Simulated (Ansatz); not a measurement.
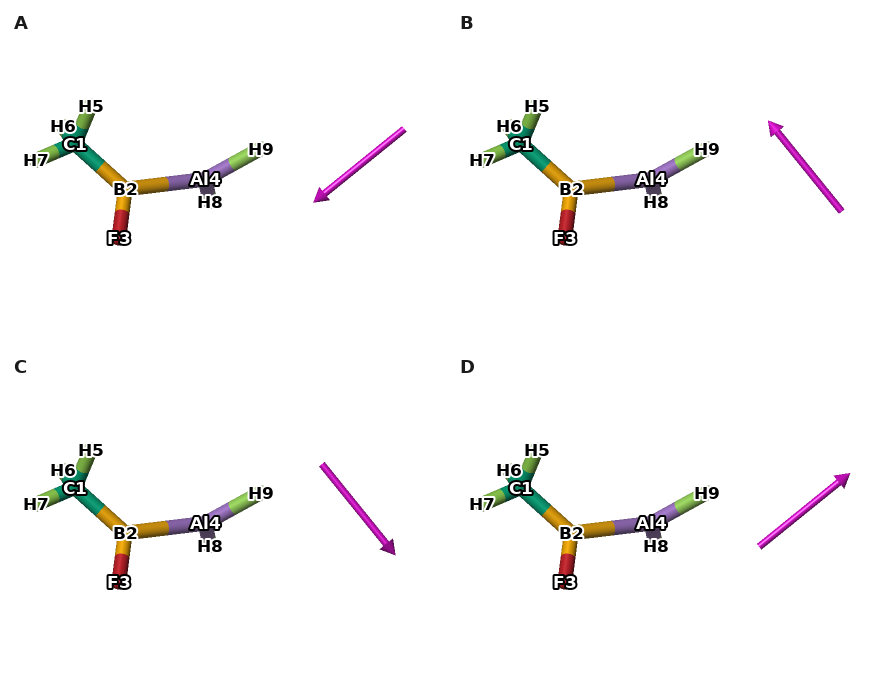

The same molecule four times, each with an arrow. Computed geometry: PBE0-D4/def2-TZVP optimisation. Properties computed with RKS B3LYP-D4/def2-TZVPP (Ansatz 0.2.0).

Which arrow points along the dipole moment, from the negative to the positive end?

Answer. B. The dipole moment is 1.25 D; it points from the side of H8, H9 to the side of H5, H6 (the outermost atoms at the two ends).
